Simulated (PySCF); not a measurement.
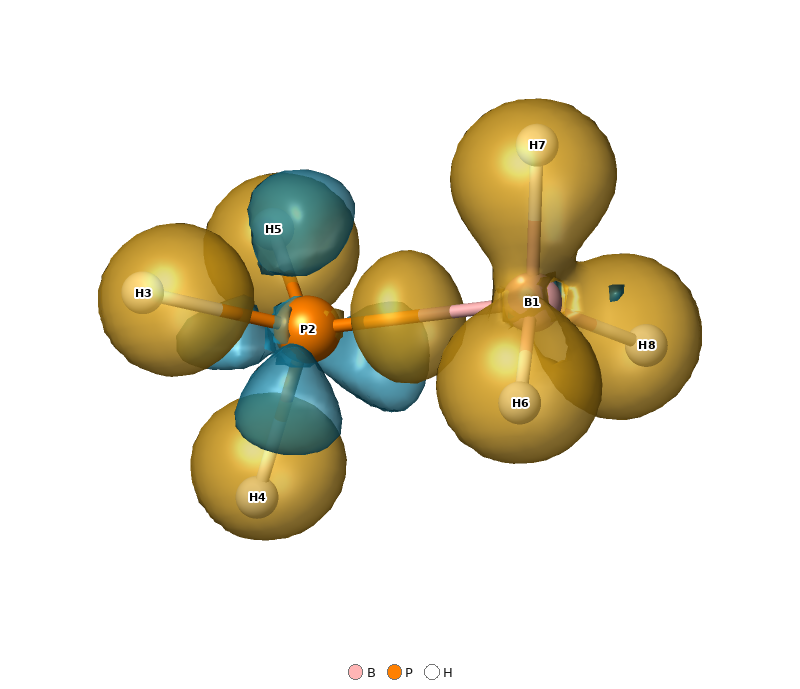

*B(PH3)H3 (BH$_{6}$P). Deformation density (molecule less spherical, spin-averaged free atoms at the same positions), surfaces at ±0.1 e/Å³; yellow: gain, teal: loss.*

Level of theory: PBE0/def2-SVP (PySCF), at a geometry from GFN2-xTB. No frequency check shows the geometry to be a minimum. GFN2-xTB bond lengths at metals and heavier atoms can be off by up to 0.1 Å and shapes distorted, which carries into these values.

Input

```python
import numpy as np
from pyscf import gto, scf, dft
from pyscf.scf import atom_ks, atom_hf
from scipy.linalg import block_diag

def solve(mol, dm0=None, hcore=None):
    mf = (dft.UKS if mol.spin else dft.RKS)(mol, xc='pbe0')
    mf.grids.level = 3
    mf = mf.density_fit(auxbasis='def2-universal-jkfit')
    mf.conv_tol, mf.max_cycle = 1e-8, 80
    if hcore is not None:
        mf.get_hcore = lambda *args: hcore
    mf.kernel(dm0)
    if not mf.converged:
        mf = mf.newton().run(mf.mo_coeff, mf.mo_occ, max_cycle=30)
    assert mf.converged, 'SCF not converged'
    return mf

mol = gto.M(atom='''
B     -1.36654    -0.00007     0.00012
P      0.54000    -0.00018    -0.00012
H      1.24813    -0.13274     1.18424
H      1.24622     1.09466    -0.47611
H      1.24801    -0.95918    -0.70725
H     -1.66984     0.91745     0.69757
H     -1.66987    -1.06263     0.44581
H     -1.66995     0.14545    -1.14310
''', basis='def2-svp', charge=0, spin=0, verbose=4)
mf = solve(mol)
mf.analyze()
# spherically averaged free atoms, for the promolecule
atm = atom_ks.get_atm_nrks(mol, xc='pbe0')
pro = block_diag(*[(atm[a[0]][2] * atm[a[0]][3]) @ atm[a[0]][2].T for a in mol._atom])
np.savez('result.npz', e=mf.e_tot, c=mf.mo_coeff, occ=mf.mo_occ, eps=mf.mo_energy, pro=pro, dip=mf.dip_moment(verbose=0), s2=mf.spin_square()[0])
```

Command:

```sh
OMP_NUM_THREADS=1 python input.py
```

The run took 15 s on 1 thread of Intel(R) Xeon(R) Processor @ 2.50GHz (Skylake/Cascade Lake), on a shared host, peak memory 0.28 GiB.

Partitions, critical points and surface values were worked out afterwards from this run's density.

**Describe the bonding that the map shows.**

B1–H7, B1–H8 and B1–H6: +0.34 e/Å³ at the bond critical point (bond length 1.19 Å, Mayer order 1.0). P2–H5, P2–H3 and P2–H4: +0.20 e/Å³ at the bond critical point (bond length 1.39 Å, Mayer order 0.9). B1–P2: +0.03 e/Å³ at the bond critical point (bond length 1.91 Å, Mayer order 0.9); up to 0.6 Å beside the axis the gain reaches +0.28 e/Å³. In all, 1.7 electrons gather in the regions of gain relative to the promolecule. A small or negative value marks a very polar bond, one between electron-rich atoms, whose free-atom densities already overlap strongly, a long bond to a heavier atom, or a closed-shell contact such as a hydrogen bond.
